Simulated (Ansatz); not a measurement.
# Geometry relaxation of C2H6GeO2 (part 2 of 2)

C2H6GeO2; RKS B3LYP-D4/def2-SVP (Ansatz 0.2.0). It belongs to a series of runs on one base structure; here: end point B relaxed.

Geometry of the input (Å):
```
Ge -1.5412  0.3664  0.6908
O  0.1691  0.7002  0.8546
C  0.7730  -0.3856  0.2342
C  1.3926  -0.1233  -1.1198
O  2.1631  -0.0961  -0.0072
H  -2.3710  1.6110  1.3026
H  -1.9252  0.2995  -0.8204
H  -1.9401  -0.8830  1.4024
H  0.9048  1.0971  1.3850
H  1.1478  0.8803  -1.5133
H  1.5033  -1.0335  -1.7142
```

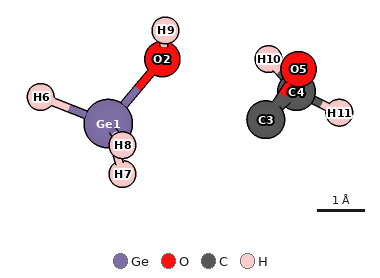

The geometry at step 12 of the log (ball-and-stick view, seen at a tilt; atoms are numbered from 1 in the order of the input).

**Trajectory as extended XYZ, continued**
```
11
Properties=species:S:1:pos:R:3:forces:R:3 step=3 energy=-62769.25492
Ge   -1.7144    0.3225    0.7578    0.2358  -0.0911   0.1010
O     0.1133    0.7769    0.7037    0.0126   0.7810   0.3786
C     0.6579   -0.5373    0.0939    1.3426  -0.1920  -0.8697
C     1.4657   -0.1092   -1.1041   -0.0524  -0.2990   0.1576
O     2.0751   -0.3468    0.1887   -0.9137  -0.2621  -0.5138
H    -2.2491    1.6227    1.3838   -0.0927   0.0492   0.0600
H    -2.0323    0.2254   -0.7317   -0.1633  -0.0559  -0.0053
H    -1.9802   -0.9208    1.6159    0.0445   0.1443  -0.0371
H     0.8061    1.3136    1.1591   -0.4803  -0.0567  -0.0306
H     1.4585    0.9406   -1.4671    0.0386  -0.2880   0.2960
H     1.6756   -0.8546   -1.9054    0.0283   0.2701   0.4633
11
Properties=species:S:1:pos:R:3:forces:R:3 step=5 energy=-62769.58857
Ge   -1.7788    0.3642    0.8174    0.7069   0.1035   0.0537
O     0.0054    0.8948    0.5448   -0.2731   0.4142  -0.1451
C     0.6422   -0.6012   -0.1375    0.7522  -0.6735   0.1429
C     1.6156   -0.1377   -1.1507    0.4998   0.5876   0.2778
O     1.9976   -0.5782    0.1878   -1.1691   0.1688  -0.7253
H    -2.3221    1.6424    1.4923   -0.0983  -0.0193   0.0065
H    -2.3355    0.1732   -0.6023    0.0516  -0.0061   0.1660
H    -1.8574   -0.8582    1.7480    0.0198   0.1184  -0.1061
H     0.6208    1.3835    1.1247   -0.3566  -0.1027   0.1795
H     1.7762    0.9431   -1.3545   -0.1372  -0.4058   0.1700
H     1.9123   -0.7928   -1.9753    0.0041  -0.1851  -0.0199
11
Properties=species:S:1:pos:R:3:forces:R:3 step=7 energy=-62770.06871
Ge   -1.7467    0.4614    0.8594    0.5021   0.1869  -0.1440
O    -0.1159    1.2125    0.4164   -0.4177   0.2356   0.4772
C     0.5985   -0.7621   -0.3843   -0.7407  -0.2546  -0.5490
C     1.7267   -0.2030   -1.1944    0.2379   0.5779  -0.6110
O     1.7755   -0.8029    0.1194    0.9950  -0.1947   0.6478
H    -2.4976    1.5835    1.6193   -0.0323  -0.0238   0.0069
H    -2.4216    0.1584   -0.4864    0.0452   0.0006   0.1047
H    -1.5530   -0.7683    1.7721   -0.0525   0.0916  -0.0625
H     0.4042    1.4585    1.2042   -0.2200  -0.1172  -0.2240
H     1.9148    0.8876   -1.2325   -0.1975  -0.4478   0.1686
H     2.1913   -0.7925   -1.9985   -0.1197  -0.0545   0.1852
11
Properties=species:S:1:pos:R:3:forces:R:3 step=9 energy=-62770.13488
Ge   -1.8432    0.5824    0.9570   -0.2458  -0.3199  -0.3085
O    -0.2694    1.2707    0.4798    0.6250   0.4199   0.1452
C     0.7817   -1.0376   -0.5885    0.0103  -0.1608   0.1363
C     1.8603   -0.2654   -1.2813   -0.1510  -0.0072   0.0328
O     1.9137   -0.9381    0.0216   -0.0826   0.0973  -0.1114
H    -2.6508    1.6673    1.7039   -0.0601  -0.0449   0.0510
H    -2.4396    0.2394   -0.4134   -0.2117  -0.0516   0.1017
H    -1.5637   -0.6537    1.8294   -0.1812  -0.0331   0.1092
H     0.2313    1.4992    1.2766    0.1492   0.0301  -0.1468
H     1.8070    0.8260   -1.2277    0.1230  -0.0510  -0.0302
H     2.4490   -0.7572   -2.0628    0.0249   0.1212   0.0207
11
Properties=species:S:1:pos:R:3:forces:R:3 step=12 energy=-62770.00975 accepted=F
Ge   -1.8122    0.5818    0.8466    0.4051   0.0719   0.1313
O    -0.1086    1.1818    0.6716    0.0907   0.2607   0.0308
C     0.9417   -0.9956   -0.2625    0.8566   0.0968   0.5378
C     1.6919   -0.2431   -1.3173    0.2996  -0.0354   1.4224
O     2.1634   -0.6946    0.1096   -1.4014   0.0796  -2.2938
H    -2.6463    1.7417    1.4611    0.0012  -0.1790  -0.0587
H    -2.3154    0.2205   -0.5680    0.1234   0.0789   0.1452
H    -1.6919   -0.6304    1.7817   -0.3043  -0.0783   0.0664
H     0.3836    1.1998    1.5130   -0.3032  -0.0929  -0.3503
H     1.5587    0.8453   -1.3560    0.0340  -0.2118  -0.0379
H     2.1113   -0.7742   -2.1851    0.1985   0.0096   0.4068
11
Properties=species:S:1:pos:R:3:forces:R:3 step=14 energy=-62770.20380
Ge   -1.7620    0.5793    0.8633    0.0025   0.0005  -0.0249
O    -0.1046    1.2701    0.6541    0.0221   0.0152   0.0332
C     0.8965   -1.0478   -0.2877   -0.0465  -0.0271   0.0167
C     1.6730   -0.2428   -1.2850    0.0171   0.0188  -0.0071
O     2.1146   -0.7623    0.0132    0.0296   0.0072   0.0027
H    -2.6727    1.6856    1.4466   -0.0004   0.0025   0.0025
H    -2.2099    0.2053   -0.5558    0.0088   0.0018   0.0064
H    -1.7257   -0.6301    1.8155    0.0007  -0.0068   0.0109
H     0.3983    1.2731    1.4804   -0.0248  -0.0100  -0.0321
H     1.5316    0.8396   -1.3067   -0.0117   0.0053   0.0033
H     2.1373   -0.7367   -2.1433    0.0026  -0.0075  -0.0114
11
Properties=species:S:1:pos:R:3:forces:R:3 step=16 energy=-62770.20484
Ge   -1.7503    0.5823    0.8527    0.0109   0.0084  -0.0054
O    -0.0883    1.2760    0.6901   -0.0250  -0.0025  -0.0258
C     0.9205   -1.0481   -0.2468    0.0578   0.0289  -0.0220
C     1.6449   -0.2426   -1.2858    0.0032  -0.0355   0.0196
O     2.1462   -0.7395    0.0006   -0.0465  -0.0010  -0.0300
H    -2.6793    1.6915    1.4030    0.0082  -0.0147  -0.0052
H    -2.1542    0.2012   -0.5782    0.0022   0.0006   0.0104
H    -1.7388   -0.6236    1.8120   -0.0022   0.0120  -0.0039
H     0.4071    1.2380    1.5183    0.0118  -0.0056   0.0279
H     1.4849    0.8370   -1.3138   -0.0070   0.0071   0.0078
H     2.0834   -0.7391   -2.1575   -0.0133   0.0023   0.0265
11
Properties=species:S:1:pos:R:3:forces:R:3 step=18 energy=-62770.20524
Ge   -1.7411    0.5827    0.8459    0.0033  -0.0030  -0.0005
O    -0.0766    1.2739    0.7070    0.0051   0.0045   0.0116
C     0.9295   -1.0477   -0.2334   -0.0010  -0.0057   0.0018
C     1.6295   -0.2392   -1.2844   -0.0016   0.0094  -0.0101
O     2.1580   -0.7353   -0.0100   -0.0003   0.0016   0.0071
H    -2.6795    1.6948    1.3701   -0.0011   0.0043   0.0003
H    -2.1225    0.1878   -0.5867    0.0004  -0.0020  -0.0034
H    -1.7452   -0.6125    1.8170   -0.0021  -0.0030   0.0031
H     0.4100    1.2228    1.5406   -0.0042  -0.0007  -0.0090
H     1.4628    0.8400   -1.3071    0.0037  -0.0074  -0.0008
H     2.0512   -0.7342   -2.1643   -0.0022   0.0019   0.0000
11
Properties=species:S:1:pos:R:3:forces:R:3 step=20 energy=-62770.20533
Ge   -1.7349    0.5824    0.8425   -0.0009   0.0003  -0.0024
O    -0.0687    1.2738    0.7248    0.0032  -0.0013   0.0136
C     0.9360   -1.0448   -0.2228    0.0053   0.0005   0.0015
C     1.6180   -0.2366   -1.2860   -0.0015   0.0018   0.0007
O     2.1669   -0.7290   -0.0185   -0.0060  -0.0024  -0.0004
H    -2.6808    1.6995    1.3426    0.0006  -0.0003  -0.0009
H    -2.0946    0.1754   -0.5927   -0.0008  -0.0003   0.0007
H    -1.7549   -0.6050    1.8235    0.0009   0.0006   0.0003
H     0.4128    1.2076    1.5603   -0.0029   0.0010  -0.0105
H     1.4495    0.8422   -1.3078    0.0015  -0.0026  -0.0033
H     2.0268   -0.7327   -2.1713    0.0005   0.0028   0.0008
```

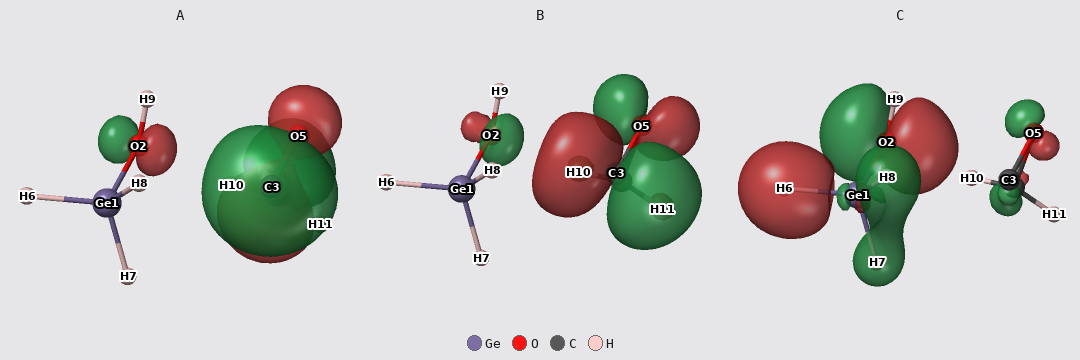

Three frontier orbitals at ±0.1 Å⁻³ᐟ² (green and red are the two phases). C is the HOMO−1 (−8.07 eV). A is the HOMO (−6.82 eV). It lies mainly on C3 (60 %), C4 (20 %) and O5 (10 %). B is the LUMO (−1.31 eV). Its weight (Hirshfeld) is mainly on C3 (60 %) and O5 (20 %); π-antibonding (π*) across C3–O5. The HOMO–LUMO gap is 5.51 eV between the orbital energies.

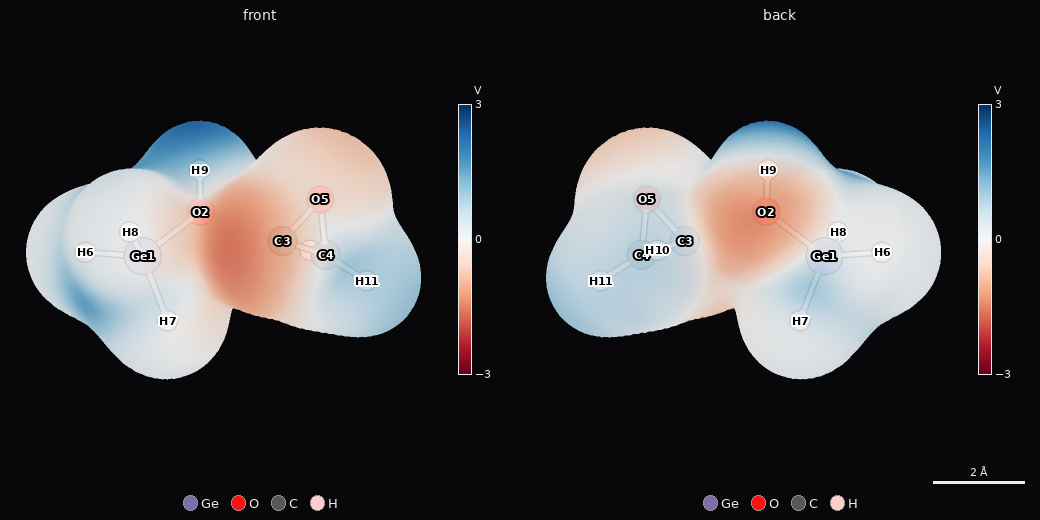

The electrostatic potential painted on the density surface at 0.002 e/bohr³, seen face on and from behind; the colour scale runs from red (negative) to blue (positive).

**Key numbers**

| quantity | value |
| --- | --- |
| outcome | converged |
| total energy | −62770.2056 eV |
| mean-field energy | −62769.8948 eV |
| largest force (length of the vector) at the end | 0.014 eV/Å |
| hardware | 2 threads of AMD EPYC (Zen 5), 16 GiB of memory available, shared host |
| wall time | 26 s (CPU time 50 s) |
| peak memory | 0.34 GiB |
